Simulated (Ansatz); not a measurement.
# GeH4O2: nudged elastic band

- system: GeH4O2
- method: RKS BLYP/def2-SVP (Ansatz 0.2.0)

It belongs to a series of runs on one base structure; here: band between the two ends. Figures and captions count atoms from 1; the log counts them from 0 in places.

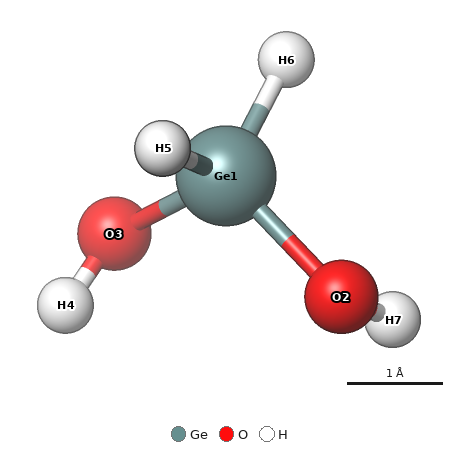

*The starting structure (ball-and-stick view, seen at a tilt; atoms are numbered from 1 in the order of the input). Sticks mark near contacts.*

Input:
```yaml
crystal:
  periodic: [false, false, false]
  atoms:
    - { symbol: Ge, position_ang: [-0.106658, -0.127638, 0.477355] }
    - { symbol: O, position_ang: [-0.279407, 1.538553, -0.20267] }
    - { symbol: O, position_ang: [0.499689, -1.276051, -0.780306] }
    - { symbol: H, position_ang: [1.392641, -1.022358, -1.088065] }
    - { symbol: H, position_ang: [0.906207, 0.082563, 1.634026] }
    - { symbol: H, position_ang: [-1.467896, -0.754122, 0.878919] }
    - { symbol: H, position_ang: [-0.944476, 1.558954, -0.919359] }
basis:
  gaussian: { orbitals: def2-SVP }
hamiltonian:
  xc: blyp
neb:
  order_check: false
  images: 7
  f_tol: 0.05
  max_iterations: 60
  optimiser: lbfgs
  climbing: immediate
  final_atoms:
    - { symbol: Ge, position_ang: [-0.0057317, -0.65436625, 0.72179677] }
    - { symbol: O, position_ang: [0.17779094, 1.12405132, -0.69959187] }
    - { symbol: O, position_ang: [0.64644123, -1.59489109, -0.50801099] }
    - { symbol: H, position_ang: [0.58553723, 0.42152302, -1.27721119] }
    - { symbol: H, position_ang: [0.82927851, -0.07591072, 1.91020244] }
    - { symbol: H, position_ang: [-1.54912693, -0.53529674, 0.98191073] }
    - { symbol: H, position_ang: [-0.68408927, 1.31479146, -1.1291959] }
  initial_path:
    images:
      - { positions_ang: [[-0.106658, -0.127638, 0.477355], [-0.279407, 1.538553, -0.20267], [0.499689, -1.276051, -0.780306], [1.392641, -1.022358, -1.088065], [0.906207, 0.082563, 1.634026], [-1.467896, -0.754122, 0.878919], [-0.944476, 1.558954, -0.919359]] }
      - { positions_ang: [[-0.07990061, -0.23059314, 0.53459051], [-0.18713945, 1.43317752, -0.32568264], [0.54809143, -1.25699726, -0.74755874], [1.17888843, -0.76987172, -1.09049132], [0.88758257, 0.04720861, 1.69287529], [-1.46821539, -0.75398487, 0.91428752], [-0.87920697, 1.53096187, -0.97812063]] }
      - { positions_ang: [[-0.05314322, -0.33354828, 0.59182603], [-0.0948719, 1.32780204, -0.44869527], [0.59649386, -1.23794351, -0.71481148], [0.96513586, -0.51738545, -1.09291764], [0.86895813, 0.01185421, 1.75172458], [-1.46853478, -0.75384774, 0.94965605], [-0.81393794, 1.50296974, -1.03688227]] }
      - { positions_ang: [[-0.02638584, -0.43650342, 0.64906154], [-0.00260435, 1.22242656, -0.57170791], [0.64489628, -1.21888977, -0.68206421], [0.75138329, -0.26489917, -1.09534395], [0.8503337, -0.02350018, 1.81057386], [-1.46885418, -0.75371061, 0.98502457], [-0.74866891, 1.47497761, -1.0956439]] }
      - { positions_ang: [[0.00037155, -0.53945856, 0.70629705], [0.08966321, 1.11705108, -0.69472055], [0.69329871, -1.19983603, -0.64931695], [0.53763072, -0.0124129, -1.09777027], [0.83170927, -0.05885458, 1.86942315], [-1.46917357, -0.75357349, 1.0203931], [-0.68339989, 1.44698548, -1.15440553]] }
      - { positions_ang: [[-0.00115426, -0.56818548, 0.71017198], [0.11169514, 1.11880114, -0.69593838], [0.68158434, -1.29859979, -0.61399046], [0.54960734, 0.09607108, -1.1426305], [0.83110158, -0.06311861, 1.87961797], [-1.48916191, -0.6990043, 1.01077251], [-0.68357223, 1.41393697, -1.14810312]] }
      - { positions_ang: [[-0.00268008, -0.59691241, 0.71404691], [0.13372707, 1.1205512, -0.69715621], [0.66986997, -1.39736356, -0.57866397], [0.56158397, 0.20455506, -1.18749073], [0.83049389, -0.06738265, 1.88981279], [-1.50915025, -0.64443511, 1.00115192], [-0.68374458, 1.38088847, -1.14180071]] }
      - { positions_ang: [[-0.00420589, -0.62563933, 0.71792184], [0.15575901, 1.12230126, -0.69837404], [0.6581556, -1.49612732, -0.54333748], [0.5735606, 0.31303904, -1.23235096], [0.8298862, -0.07164669, 1.90000762], [-1.52913859, -0.58986593, 0.99153133], [-0.68391692, 1.34783996, -1.1354983]] }
      - { positions_ang: [[-0.0057317, -0.65436625, 0.72179677], [0.17779094, 1.12405132, -0.69959187], [0.64644123, -1.59489109, -0.50801099], [0.58553723, 0.42152302, -1.27721119], [0.82927851, -0.07591072, 1.91020244], [-1.54912693, -0.53529674, 0.98191073], [-0.68408927, 1.31479146, -1.1291959]] }
```

Command:
```bash
ansatz run input.yaml --threads 2 --pin off --max-ram 3072MiB --backend cpu --events-out ev --progress --plain --runs-dir out
```

Output:
```
Engine: ansatz 0.2.0, aarch64-unknown-linux-gnu
Functional definition: BLYP
  parameter beta = 0.0042
  parameter a = 0.04918
  parameter b = 0.132
  parameter c = 0.2533
  parameter d = 0.349
  exchange = b88_x(beta = beta)
  correlation = lyp_c(a = a, b = b, c = c, d = d)
869 factors; their error is unknown
mean field evaluation 1: about -60657.3490 eV, gradient 8.2e1 eV
mean field evaluation 2: about -60581.2037 eV, gradient 2.0e2 eV
mean field evaluation 4: about -60668.5673 eV, gradient 7.3e0 eV
mean field evaluation 8: about -60668.6416 eV, gradient 8.1e-2 eV
mean field -60668.64162167 eV, -2229.5314569141 hartree, gradient 2.4e-5 eV, S^2 0.000000; 0 other end points of the search recorded, 0 dependent functions left out
the calculation of the forces begins
reference -60668.64191471 eV, -2229.5314676832 hartree; 26, 26 occupied and 54, 54 virtual orbitals, 869 factors
869 factors; their error is unknown
mean field evaluation 16: about -60653.4540 eV, gradient 8.6e1 eV
mean field evaluation 32: about -60666.9907 eV, gradient 4.8e-4 eV
mean field -60666.99069803 eV, -2229.4707865894 hartree, gradient 6.5e-5 eV, S^2 0.000000; 0 other end points of the search recorded, 0 dependent functions left out
[... from here on the field's lines of each further geometry are left out, up to the last ...]
NEB iter   1: max|band force component| = 5.712e0 eV/Å  barrier→ = 1.9424 eV  barrier← = 0.2915 eV  CI = image 5  Δτ_max = 0.1129 Å  (241 SCF iters)
NEB iter   2: max|band force component| = 2.901e0 eV/Å  barrier→ = 1.8246 eV  barrier← = 0.1737 eV  CI = image 5  Δτ_max = 0.0286 Å  (202 SCF iters)
NEB iter   3: max|band force component| = 1.830e0 eV/Å  barrier→ = 1.7972 eV  barrier← = 0.1463 eV  CI = image 5  Δτ_max = 0.0628 Å  (196 SCF iters)
NEB iter   4: max|band force component| = 2.125e0 eV/Å  barrier→ = 1.7557 eV  barrier← = 0.1048 eV  CI = image 5  Δτ_max = 0.0471 Å  (202 SCF iters)
NEB iter   5: max|band force component| = 1.196e0 eV/Å  barrier→ = 1.7531 eV  barrier← = 0.1021 eV  CI = image 5  Δτ_max = 0.0112 Å  (191 SCF iters)
NEB iter   6: max|band force component| = 6.272e-1 eV/Å  barrier→ = 1.7519 eV  barrier← = 0.1010 eV  CI = image 5  Δτ_max = 0.0291 Å  (175 SCF iters)
NEB iter   7: max|band force component| = 7.371e-1 eV/Å  barrier→ = 1.7480 eV  barrier← = 0.0971 eV  CI = image 5  Δτ_max = 0.0164 Å  (190 SCF iters)
NEB iter   8: max|band force component| = 4.102e-1 eV/Å  barrier→ = 1.7474 eV  barrier← = 0.0965 eV  CI = image 5  Δτ_max = 0.0082 Å  (173 SCF iters)
NEB iter   9: max|band force component| = 4.808e-1 eV/Å  barrier→ = 1.7467 eV  barrier← = 0.0958 eV  CI = image 5  Δτ_max = 0.0087 Å  (172 SCF iters)
NEB iter  10: max|band force component| = 3.771e-1 eV/Å  barrier→ = 1.7463 eV  barrier← = 0.0954 eV  CI = image 5  Δτ_max = 0.0171 Å  (169 SCF iters)
NEB iter  11: max|band force component| = 5.899e-1 eV/Å  barrier→ = 1.7453 eV  barrier← = 0.0944 eV  CI = image 5  Δτ_max = 0.0125 Å  (175 SCF iters)
NEB iter  12: max|band force component| = 2.874e-1 eV/Å  barrier→ = 1.7450 eV  barrier← = 0.0941 eV  CI = image 5  Δτ_max = 0.0055 Å  (166 SCF iters)
NEB iter  13: max|band force component| = 3.119e-1 eV/Å  barrier→ = 1.7447 eV  barrier← = 0.0938 eV  CI = image 5  Δτ_max = 0.0058 Å  (163 SCF iters)
NEB iter  14: max|band force component| = 2.715e-1 eV/Å  barrier→ = 1.7445 eV  barrier← = 0.0935 eV  CI = image 5  Δτ_max = 0.0152 Å  (161 SCF iters)
NEB iter  15: max|band force component| = 4.793e-1 eV/Å  barrier→ = 1.7437 eV  barrier← = 0.0928 eV  CI = image 5  Δτ_max = 0.0098 Å  (170 SCF iters)
NEB iter  16: max|band force component| = 2.410e-1 eV/Å  barrier→ = 1.7435 eV  barrier← = 0.0926 eV  CI = image 5  Δτ_max = 0.0040 Å  (158 SCF iters)
NEB iter  17: max|band force component| = 2.548e-1 eV/Å  barrier→ = 1.7433 eV  barrier← = 0.0924 eV  CI = image 5  Δτ_max = 0.0043 Å  (147 SCF iters)
NEB iter  18: max|band force component| = 2.020e-1 eV/Å  barrier→ = 1.7431 eV  barrier← = 0.0922 eV  CI = image 5  Δτ_max = 0.0127 Å  (149 SCF iters)
NEB iter  19: max|band force component| = 3.860e-1 eV/Å  barrier→ = 1.7425 eV  barrier← = 0.0916 eV  CI = image 5  Δτ_max = 0.0077 Å  (171 SCF iters)
NEB iter  20: max|band force component| = 2.038e-1 eV/Å  barrier→ = 1.7424 eV  barrier← = 0.0915 eV  CI = image 5  Δτ_max = 0.0031 Å  (152 SCF iters)
NEB iter  21: max|band force component| = 2.153e-1 eV/Å  barrier→ = 1.7423 eV  barrier← = 0.0913 eV  CI = image 5  Δτ_max = 0.0035 Å  (143 SCF iters)
NEB iter  22: max|band force component| = 1.532e-1 eV/Å  barrier→ = 1.7421 eV  barrier← = 0.0912 eV  CI = image 5  Δτ_max = 0.0101 Å  (148 SCF iters)
NEB iter  23: max|band force component| = 3.087e-1 eV/Å  barrier→ = 1.7417 eV  barrier← = 0.0908 eV  CI = image 5  Δτ_max = 0.0060 Å  (169 SCF iters)
NEB iter  24: max|band force component| = 1.689e-1 eV/Å  barrier→ = 1.7416 eV  barrier← = 0.0907 eV  CI = image 5  Δτ_max = 0.0026 Å  (152 SCF iters)
NEB iter  25: max|band force component| = 1.848e-1 eV/Å  barrier→ = 1.7415 eV  barrier← = 0.0906 eV  CI = image 5  Δτ_max = 0.0030 Å  (143 SCF iters)
NEB iter  26: max|band force component| = 1.180e-1 eV/Å  barrier→ = 1.7414 eV  barrier← = 0.0905 eV  CI = image 5  Δτ_max = 0.0077 Å  (147 SCF iters)
NEB iter  27: max|band force component| = 2.467e-1 eV/Å  barrier→ = 1.7411 eV  barrier← = 0.0901 eV  CI = image 5  Δτ_max = 0.0048 Å  (167 SCF iters)
NEB iter  28: max|band force component| = 1.394e-1 eV/Å  barrier→ = 1.7410 eV  barrier← = 0.0901 eV  CI = image 5  Δτ_max = 0.0022 Å  (148 SCF iters)
NEB iter  29: max|band force component| = 1.609e-1 eV/Å  barrier→ = 1.7409 eV  barrier← = 0.0900 eV  CI = image 5  Δτ_max = 0.0026 Å  (144 SCF iters)
NEB iter  30: max|band force component| = 9.216e-2 eV/Å  barrier→ = 1.7408 eV  barrier← = 0.0899 eV  CI = image 5  Δτ_max = 0.0058 Å  (144 SCF iters)
NEB iter  31: max|band force component| = 1.977e-1 eV/Å  barrier→ = 1.7406 eV  barrier← = 0.0897 eV  CI = image 5  Δτ_max = 0.0038 Å  (163 SCF iters)
NEB iter  32: max|band force component| = 1.153e-1 eV/Å  barrier→ = 1.7405 eV  barrier← = 0.0896 eV  CI = image 5  Δτ_max = 0.0020 Å  (141 SCF iters)
NEB iter  33: max|band force component| = 1.422e-1 eV/Å  barrier→ = 1.7405 eV  barrier← = 0.0895 eV  CI = image 5  Δτ_max = 0.0023 Å  (140 SCF iters)
NEB iter  34: max|band force component| = 7.515e-2 eV/Å  barrier→ = 1.7404 eV  barrier← = 0.0895 eV  CI = image 5  Δτ_max = 0.0043 Å  (141 SCF iters)
NEB iter  35: max|band force component| = 1.591e-1 eV/Å  barrier→ = 1.7402 eV  barrier← = 0.0893 eV  CI = image 5  Δτ_max = 0.0030 Å  (160 SCF iters)
NEB iter  36: max|band force component| = 9.599e-2 eV/Å  barrier→ = 1.7402 eV  barrier← = 0.0892 eV  CI = image 5  Δτ_max = 0.0018 Å  (141 SCF iters)
NEB iter  37: max|band force component| = 1.276e-1 eV/Å  barrier→ = 1.7401 eV  barrier← = 0.0892 eV  CI = image 5  Δτ_max = 0.0021 Å  (132 SCF iters)
NEB iter  38: max|band force component| = 6.375e-2 eV/Å  barrier→ = 1.7401 eV  barrier← = 0.0891 eV  CI = image 5  Δτ_max = 0.0032 Å  (135 SCF iters)
NEB iter  39: max|band force component| = 1.285e-1 eV/Å  barrier→ = 1.7399 eV  barrier← = 0.0890 eV  CI = image 5  Δτ_max = 0.0024 Å  (147 SCF iters)
NEB iter  40: max|band force component| = 8.038e-2 eV/Å  barrier→ = 1.7399 eV  barrier← = 0.0890 eV  CI = image 5  Δτ_max = 0.0017 Å  (137 SCF iters)
NEB iter  41: max|band force component| = 1.161e-1 eV/Å  barrier→ = 1.7398 eV  barrier← = 0.0889 eV  CI = image 5  Δτ_max = 0.0019 Å  (136 SCF iters)
NEB iter  42: max|band force component| = 5.496e-2 eV/Å  barrier→ = 1.7398 eV  barrier← = 0.0889 eV  CI = image 5  Δτ_max = 0.0024 Å  (131 SCF iters)
NEB iter  43: max|band force component| = 1.040e-1 eV/Å  barrier→ = 1.7397 eV  barrier← = 0.0888 eV  CI = image 5  Δτ_max = 0.0020 Å  (146 SCF iters)
NEB iter  44: max|band force component| = 6.764e-2 eV/Å  barrier→ = 1.7397 eV  barrier← = 0.0887 eV  CI = image 5  Δτ_max = 0.0016 Å  (131 SCF iters)
NEB iter  45: max|band force component| = 1.070e-1 eV/Å  barrier→ = 1.7396 eV  barrier← = 0.0887 eV  CI = image 5  Δτ_max = 0.0018 Å  (137 SCF iters)
the calculation of the forces begins
reference -60666.98263692 eV, -2229.4704903490 hartree; 26, 26 occupied and 54, 54 virtual orbitals, 869 factors
869 factors; their error is unknown
mean field evaluation 1888: about -60666.9394 eV, gradient 2.4e0 eV
mean field -60666.90206350 eV, -2229.4675293304 hartree, gradient 2.3e-5 eV, S^2 0.000000; 1 other end points of the search recorded, 0 dependent functions left out
the calculation of the forces begins
reference -60666.90235790 eV, -2229.4675401494 hartree; 26, 26 occupied and 54, 54 virtual orbitals, 869 factors
NEB iter  46: max|band force component| = 4.810e-2 eV/Å  barrier→ = 1.7396 eV  barrier← = 0.0886 eV  CI = image 5  Δτ_max = 0.0000 Å  (324 SCF iters)
```

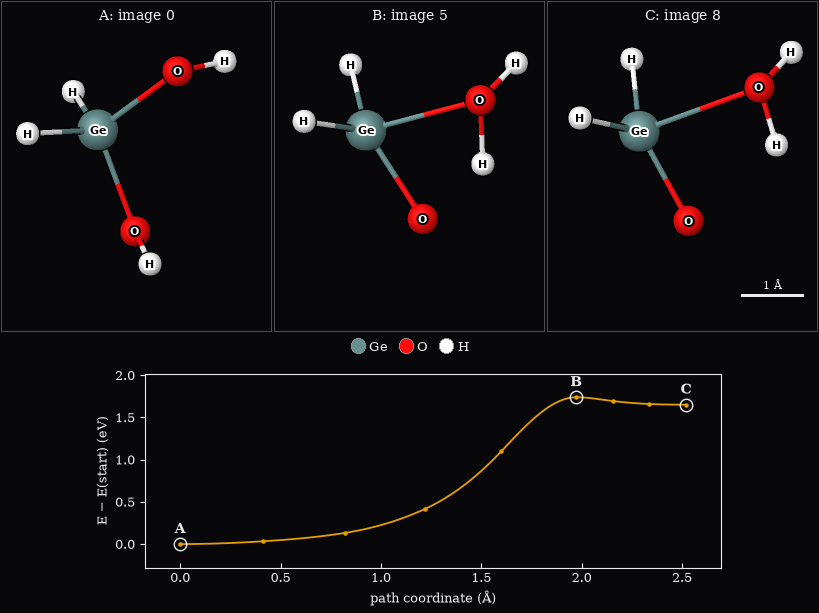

*Images of the last band (counted from 0; ball-and-stick, seen at a tilt) above the energy along the path; the line is a cubic interpolation that uses the forces.*

The highest image is number 5, 1.740 eV above the start and 0.089 eV above the end (the climbing image); the end lies 1.651 eV above the start. The path is 2.52 Å long. The band converged in 46 iterations.

```
Total energy: -60666.90235790 eV, -2229.4675401494 hartree
Atom 0 at    -0.002844    -0.525107     0.684923 Å, force     0.003095     0.002405    -0.003712 eV/Å
Atom 1 at     0.149203     1.066631    -0.664714 Å, force     0.002251     0.002665     0.003881 eV/Å
Atom 2 at     0.704549    -1.281718    -0.687339 Å, force     0.000211     0.000798    -0.005149 eV/Å
Atom 3 at     0.521135     0.114159    -1.138692 Å, force     0.008557     0.004276     0.002593 eV/Å
Atom 4 at     0.834535    -0.042209     1.907634 Å, force     0.001255    -0.004341    -0.000236 eV/Å
Atom 5 at    -1.526302    -0.672089     1.012079 Å, force    -0.001084     0.024221    -0.013728 eV/Å
Atom 6 at    -0.680177     1.340234    -1.113990 Å, force    -0.014286    -0.030024     0.016352 eV/Å
Dipole moment:    -0.493272     0.434955     0.222201 e Å
this run last wrote the band of iteration 46 to [file]
```

The last band as extended XYZ (Å, eV, eV/Å):
```
7
Properties=species:S:1:pos:R:3:forces:R:3 image=0 energy=-60668.64162
Ge   -0.1067   -0.1276    0.4774    0.0026  -0.0011   0.0146
O    -0.2794    1.5386   -0.2027   -0.0118   0.0058  -0.0097
O     0.4997   -1.2761   -0.7803    0.0162  -0.0026  -0.0080
H     1.3926   -1.0224   -1.0881   -0.0080  -0.0013   0.0068
H     0.9062    0.0826    1.6340   -0.0084  -0.0109  -0.0118
H    -1.4679   -0.7541    0.8789    0.0056   0.0117   0.0011
H    -0.9445    1.5590   -0.9194    0.0038  -0.0017   0.0071
7
Properties=species:S:1:pos:R:3:forces:R:3 image=1 energy=-60668.60831
Ge   -0.1019   -0.1587    0.5316    0.0050   0.0177  -0.0191
O    -0.1983    1.4717   -0.2459   -0.0584   0.0497   0.0523
O     0.5635   -1.2936   -0.7098   -0.0684  -0.0222   0.0129
H     1.2113   -0.7957   -1.2471    0.1063  -0.0800  -0.0229
H     0.8563    0.0629    1.7307    0.0093   0.0203  -0.0169
H    -1.4846   -0.7516    0.9188    0.0162  -0.0111  -0.0185
H    -0.8461    1.4649   -0.9783   -0.0100   0.0258   0.0123
7
Properties=species:S:1:pos:R:3:forces:R:3 image=2 energy=-60668.50850
Ge   -0.0800   -0.1987    0.5752   -0.0060   0.0707  -0.0344
O    -0.0978    1.3861   -0.3083   -0.1271   0.1531   0.1514
O     0.6679   -1.2650   -0.6807   -0.0480  -0.0518   0.0336
H     0.9595   -0.5926   -1.3337    0.1757  -0.2298  -0.1076
H     0.8302    0.0213    1.8109    0.0132   0.0267  -0.0426
H    -1.4946   -0.7390    0.9402    0.0209  -0.0064  -0.0486
H    -0.7850    1.3879   -1.0038   -0.0287   0.0374   0.0483
7
Properties=species:S:1:pos:R:3:forces:R:3 image=3 energy=-60668.22721
Ge   -0.0579   -0.2672    0.6106   -0.0743   0.3446  -0.1168
O     0.0100    1.2556   -0.4247   -0.2268   0.3815   0.4189
O     0.7099   -1.2078   -0.7248   -0.0485  -0.0920   0.0618
H     0.7562   -0.3753   -1.2679    0.4045  -0.6224  -0.3307
H     0.8355   -0.0262    1.8585    0.0106   0.0081  -0.1077
H    -1.5026   -0.7235    0.9803    0.0311  -0.0261  -0.0858
H    -0.7510    1.3442   -1.0321   -0.0967   0.0064   0.1603
7
Properties=species:S:1:pos:R:3:forces:R:3 image=4 energy=-60667.54358
Ge   -0.0289   -0.3911    0.6492   -0.2446   1.0025  -0.2584
O     0.0866    1.1305   -0.5600   -0.3576   0.4558   0.7659
O     0.7190   -1.1740   -0.7563   -0.0016   0.7127  -0.4809
H     0.6151   -0.1539   -1.1583    0.7271  -2.0360  -0.1464
H     0.8402   -0.0441    1.8927    0.0182  -0.0653  -0.1015
H    -1.5126   -0.7088    1.0071    0.0250  -0.0929  -0.0574
H    -0.7193    1.3412   -1.0744   -0.1665   0.0231   0.2787
7
Properties=species:S:1:pos:R:3:forces:R:3 image=5 energy=-60666.90206
Ge   -0.0028   -0.5251    0.6849    0.0031   0.0024  -0.0037
O     0.1492    1.0666   -0.6647    0.0023   0.0027   0.0039
O     0.7045   -1.2817   -0.6873    0.0002   0.0008  -0.0051
H     0.5211    0.1142   -1.1387    0.0086   0.0043   0.0026
H     0.8345   -0.0422    1.9076    0.0013  -0.0043  -0.0002
H    -1.5263   -0.6721    1.0121   -0.0011   0.0242  -0.0137
H    -0.6802    1.3402   -1.1140   -0.0143  -0.0300   0.0164
7
Properties=species:S:1:pos:R:3:forces:R:3 image=6 energy=-60666.94687
Ge   -0.0002   -0.5858    0.7064    0.0197  -0.0987   0.0278
O     0.1709    1.0839   -0.6914    0.0112   0.0364  -0.0347
O     0.6860   -1.3799   -0.6288   -0.0047  -0.1390   0.0807
H     0.5114    0.2270   -1.1741   -0.0128   0.2020  -0.0561
H     0.8309   -0.0493    1.9136    0.0013  -0.0053   0.0058
H    -1.5363   -0.6411    1.0140    0.0015   0.0288  -0.0061
H    -0.6625    1.3451   -1.1399   -0.0161  -0.0243  -0.0175
7
Properties=species:S:1:pos:R:3:forces:R:3 image=7 energy=-60666.98234
Ge   -0.0023   -0.6293    0.7208    0.0042  -0.0256   0.0067
O     0.1777    1.1103   -0.7033   -0.0043   0.0180  -0.0056
O     0.6678   -1.4896   -0.5655   -0.0014  -0.0565   0.0322
H     0.5386    0.3265   -1.2266    0.0135   0.0631  -0.0315
H     0.8296   -0.0639    1.9163    0.0008  -0.0055   0.0012
H    -1.5446   -0.5958    1.0059    0.0015   0.0133  -0.0036
H    -0.6666    1.3416   -1.1477   -0.0143  -0.0067   0.0006
7
Properties=species:S:1:pos:R:3:forces:R:3 image=8 energy=-60666.99070
Ge   -0.0057   -0.6544    0.7218    0.0004   0.0077   0.0157
O     0.1778    1.1241   -0.6996    0.0019   0.0040   0.0066
O     0.6464   -1.5949   -0.5080    0.0026  -0.0086  -0.0065
H     0.5855    0.4215   -1.2772    0.0059  -0.0041  -0.0067
H     0.8293   -0.0759    1.9102    0.0004  -0.0018  -0.0028
H    -1.5491   -0.5353    0.9819   -0.0033  -0.0025  -0.0020
H    -0.6841    1.3148   -1.1292   -0.0079   0.0053  -0.0042
```

Key numbers:

```tsv
quantity	value
outcome	converged
barrier, forward	1.740 eV
barrier, backward	0.089 eV
hardware	2 threads of Arm Neoverse V1, 24 GiB of memory available, shared host
wall time	5 min (CPU time 9.5 min)
peak memory	0.14 GiB
```

Notes:

The order of the saddle point was not checked.
